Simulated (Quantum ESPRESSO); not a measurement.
Two runs for the O K edge of atom 4 in Nd2SeO2 (P-3m1). Run A: Quantum ESPRESSO XSpectra, LDA, full core hole (charged cell), 15-atom cell with 6.9 Å between holes, 4×4×3 k points, dipole transitions, Lorentzian half width 0.4 eV, without spin-orbit coupling. Run B differs in one choice.

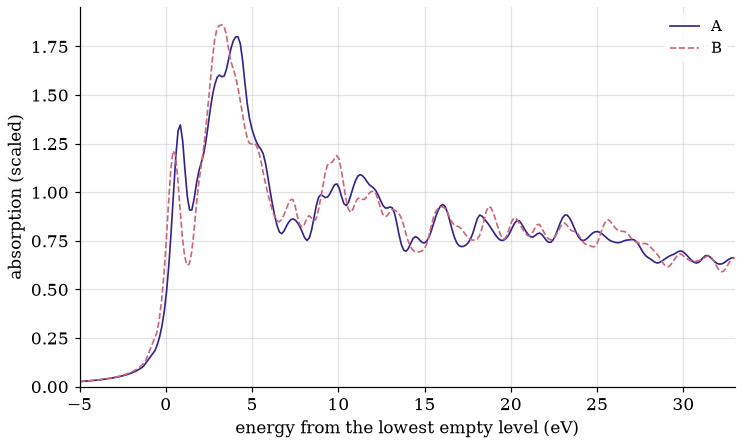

Energy from the lowest empty level; intensity scaled to a mean of 1 over the first 20 eV.

Question: What was changed?
a) the broadening
b) the plane-wave cutoff
c) the volume of the cell
d) the size of the supercell

(d): run B changes the supercell atoms from 15 to 5, and the k mesh follows the cell. The scaled spectrum changes by 13 % r.m.s. The highest intensity below 16 eV goes from 4.2 eV (1.80) to 3.2 eV (1.86). Other settings could leave a like mark; this is the one that was changed.

[Hosts, paths, dates, database ids (printed as entryN), source tags and the programs' standing remarks are cut or masked in the printed files.]

[Lists of maxima count a maximum above −3 eV only where it reaches 4 % of the highest in the window and stands out from its surroundings by 2 % of it (1.5 % where it reaches 55 %); shoulders and weaker maxima are passed over, and of the rest the first, up to two pre-edge ones and the few strongest are named.]
